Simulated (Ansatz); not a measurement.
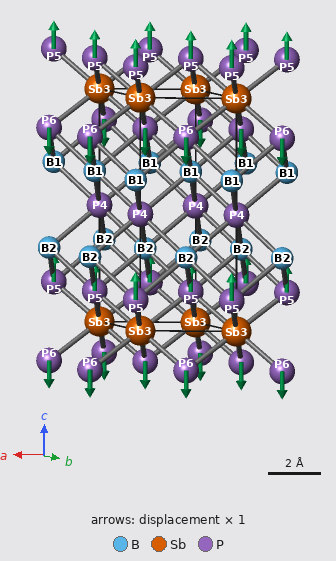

This is a relaxation of solid B₂SbP₃ (a generated structure, set up in P-3m1) (coarse preliminary run). The starting structure is drawn; green arrows show the displacements (the part carried along by the change of the cell is left out), at their true length.

The picture is a ball-and-stick view of the cell of the calculation, seen from a free direction.

Method: DFT PBE, scalar-relativistic, plane waves, PAW (Ansatz 0.2.0). Set-up: plane-wave cutoff 420 eV; k-point mesh 6 × 6 × 2; occupations gaussian; smearing width 0.1 eV; no spin polarisation; cell and atoms relaxed; force threshold 0.04 eV/Å; at most 70 steps.

> Atoms of which element are displaced furthest, and by how much?

Phosphorus: up to 1.10 Å, against 0.21 Å for boron.

> Describe the change and its energy.

The energy falls by 5.544 eV per cell of the calculation in 9 accepted moves (10 points after the start). Largest force component: 2.9 eV/Å at the start, 0.015 eV/Å at the end. Pressure: −9.55 GPa at the start and 0.13 GPa at the end. At 1 point the geometry stayed and the basis and grid were re-selected for the new cell (energy shift of 1.1 meV per cell of the calculation at most each time). The largest moves relative to the cell, 1.10 Å, are those of P5 and P6. P6 goes along −c. By element the largest moves are P 1.10 Å, B 0.21 Å. Sb stays in place. The volume changes by −21.3 %, with a = b 3.737 → 3.180 Å (−14.9 %), c 9.077 → 9.860 Å (+8.6 %). Some distances before and after: P4–P5 3.789 → 2.930 Å, B1–P6 2.660 → 2.004 Å, Sb3–P5 2.585 → 3.221 Å, Sb3–Sb3 3.737 → 3.180 Å. The space group stays P-3m1 (No. 164). The run took 53 s on 1 thread of Intel(R) Xeon(R) Processor @ 2.50GHz (Skylake/Cascade Lake), on a shared host, peak memory 0.4 GiB.
